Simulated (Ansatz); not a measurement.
System: ZrTi3Ge8.

```
Zr Ti Ge
1.0
     5.13114    0.00000    0.00000
     0.00000    8.77255    0.00000
     0.00000    0.00000    8.93123
Zr Ti Ge
2 6 16
Direct
  0.00000 0.50000 0.00000
  0.50000 0.00000 0.00000
  0.25000 0.25000 0.74895
  0.75000 0.75000 0.74895
  0.25000 0.75000 0.25105
  0.75000 0.25000 0.25105
  0.00000 0.00000 0.50000
  0.50000 0.50000 0.50000
  0.24633 0.08304 0.25575
  0.74633 0.58304 0.25575
  0.25367 0.58304 0.74425
  0.75367 0.08304 0.74425
  0.00000 0.66943 0.50000
  0.50000 0.16943 0.50000
  0.00000 0.16623 0.00000
  0.50000 0.66623 0.00000
  0.00000 0.33057 0.50000
  0.50000 0.83057 0.50000
  0.00000 0.83377 0.00000
  0.50000 0.33377 0.00000
  0.25367 0.41696 0.25575
  0.75367 0.91696 0.25575
  0.24633 0.91696 0.74425
  0.74633 0.41696 0.74425
```

Space group C222; a structure generated by program, which may or may not match a known phase; computed without spin polarisation.

Method: DFT PBE, scalar-relativistic, plane waves, PAW (Ansatz 0.2.0).

Question: What will maps of the valence pseudo-density and electron localisation function show?

Answer: Ti–Ge (2.90 Å): ρ at the midpoint is about 0.21 e/Å³; the ELF is about 0.40 at the midpoint.

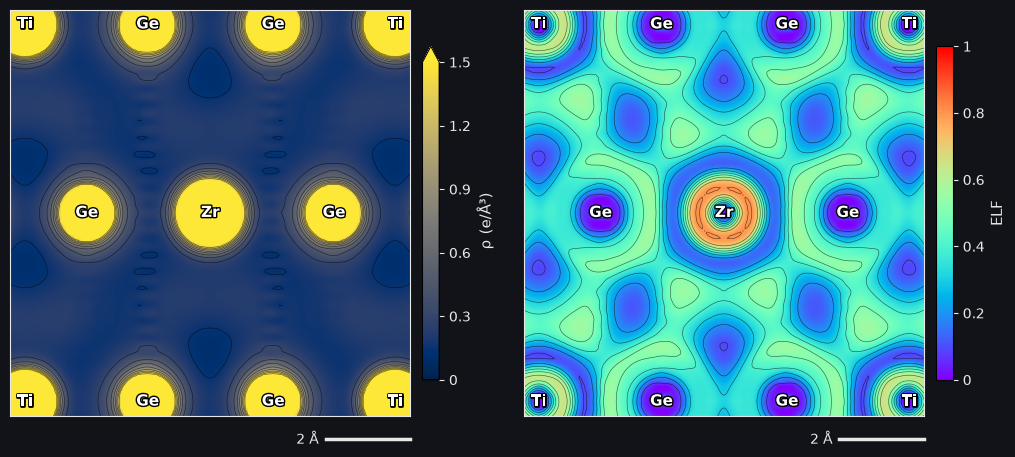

Computed valence pseudo-density and electron localisation function on the (100) plane of the conventional cell, in this order. 
